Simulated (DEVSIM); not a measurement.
System: abrupt Si p-n junction, at 400 K.

| layer (left to right) | material | thickness (μm) | Nd (cm⁻³) | Na (cm⁻³) | τn (s) | τp (s) |
|---|---|---|---|---|---|---|
| 1 | Si | 0.0630 | - | 1.2e17 | 3.7e-5 | 3.7e-5 |
| 2 | Si | 6.70 | 1.1e17 | - | 3.7e-5 | 3.7e-5 |

Left contact: ohmic. Right contact: ohmic. Voltage is applied to the left contact. Recombination: SRH at mid-gap. Mobility is constant in doping.

This is a model device: material constants are rounded textbook-type values typed into the input, and sizes, dopings and lifetimes were drawn at random. Values at 300 K; Nc and Nv go as T^1.5, mobilities as T to minus their exponent, the gap by Varshni's rule with the affinity fixed.

```csv
parameter,Si
gap (eV),1.124
affinity (eV),4.05
permittivity,11.7
Nc (cm⁻³),2.86e19
Nv (cm⁻³),3.1e19
μn (cm²/Vs),1417
μp (cm²/Vs),470
T exponent of μn,2.3
T exponent of μp,2.2
Varshni α (eV/K),0.000473
Varshni β (K),636
```

DEVSIM, 1D drift-diffusion, Boltzmann statistics, complete ionisation; no tunnelling, impact ionisation, image-force lowering or self-heating.

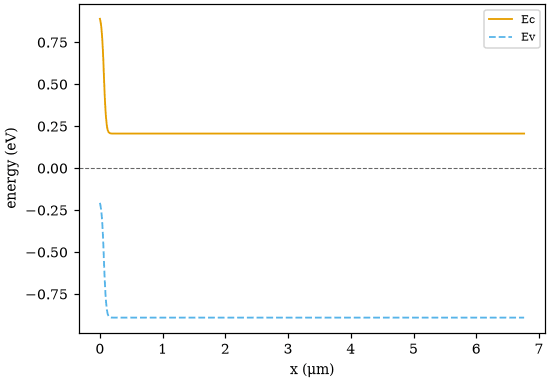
Figure. Band edges at zero bias

Energies count from the Fermi level of the right contact; mesh points crowd at the junctions.

| x (μm) | Ec (eV) | Ev (eV) | n (cm⁻³) | p (cm⁻³) | field (V/cm) |
|---|---|---|---|---|---|
| 0.000 | 0.890 | -0.206 | 2.7e8 | 1.2e17 | -16000 |
| 0.01369 | 0.864 | -0.232 | 5.7e8 | 5.7e16 | -23000 |
| 0.02900 | 0.814 | -0.282 | 2.4e9 | 1.3e16 | -44000 |
| 0.04478 | 0.722 | -0.374 | 3.5e10 | 9.3e14 | -72000 |
| 0.06400 | 0.550 | -0.547 | 5.2e12 | 6.2e12 | -100000 |
| 0.08146 | 0.397 | -0.700 | 4.4e14 | 7.3e10 | -73000 |
| 0.1110 | 0.253 | -0.844 | 2.9e16 | 1.1e9 | -27000 |
| 0.1826 | 0.207 | -0.889 | 1.1e17 | 3.0e8 | -270 |
| 0.2824 | 0.207 | -0.890 | 1.1e17 | 2.9e8 | ≈ 0 |
| 0.4513 | 0.207 | -0.890 | 1.1e17 | 2.9e8 | ≈ 0 |
| 0.7374 | 0.207 | -0.890 | 1.1e17 | 2.9e8 | ≈ 0 |
| 1.488 | 0.207 | -0.890 | 1.1e17 | 2.9e8 | ≈ 0 |
| 2.492 | 0.207 | -0.890 | 1.1e17 | 2.9e8 | ≈ 0 |
| 4.032 | 0.207 | -0.890 | 1.1e17 | 2.9e8 | ≈ 0 |
| 5.404 | 0.207 | -0.890 | 1.1e17 | 2.9e8 | ≈ 0 |
| 5.970 | 0.207 | -0.890 | 1.1e17 | 2.9e8 | ≈ 0 |
| 6.305 | 0.207 | -0.890 | 1.1e17 | 2.9e8 | ≈ 0 |
| 6.502 | 0.207 | -0.890 | 1.1e17 | 2.9e8 | ≈ 0 |
| 6.650 | 0.207 | -0.890 | 1.1e17 | 2.9e8 | ≈ 0 |
| 6.706 | 0.207 | -0.890 | 1.1e17 | 2.9e8 | ≈ 0 |
| 6.739 | 0.207 | -0.890 | 1.1e17 | 2.9e8 | ≈ 0 |
| 6.763 | 0.207 | -0.890 | 1.1e17 | 2.9e8 | ≈ 0 |
